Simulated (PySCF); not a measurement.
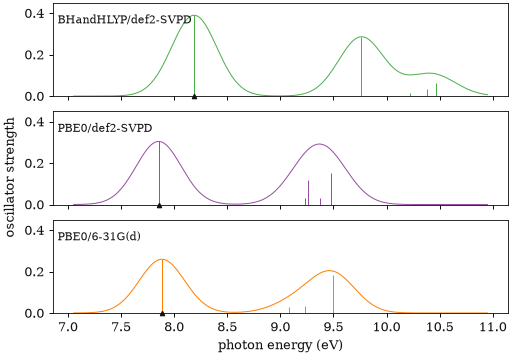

Vertical TDDFT spectra of AsF₃ (arsenic trifluoride), SMILES F[As](F)F at one geometry and several levels (PySCF 2.14.0, at a PBE0-D3(BJ)/def2-SVP geometry (no frequency check)); sticks with Gaussians of 1/e half-width 0.30 eV, the triangle marks S1, which has the same leading orbital pair at all these levels. Only the lowest states were computed, so the high end is incomplete. States within 0.01 eV of each other are merged, with their strengths summed. The highest state may be half of a pair whose partner wasn't computed.

Order the levels by their S1 energy.

Answer. From lowest to highest: PBE0/def2-SVPD 7.85 eV, PBE0/6-31G(d) 7.89 eV, BHandHLYP/def2-SVPD 8.19 eV; a spread of 0.33 eV.

Limits of at least one run: 6-31G(d) has no diffuse functions, so states with Rydberg character are missing or too high; core orbitals are frozen in the response; states above the negative HOMO energy depend on the basis.
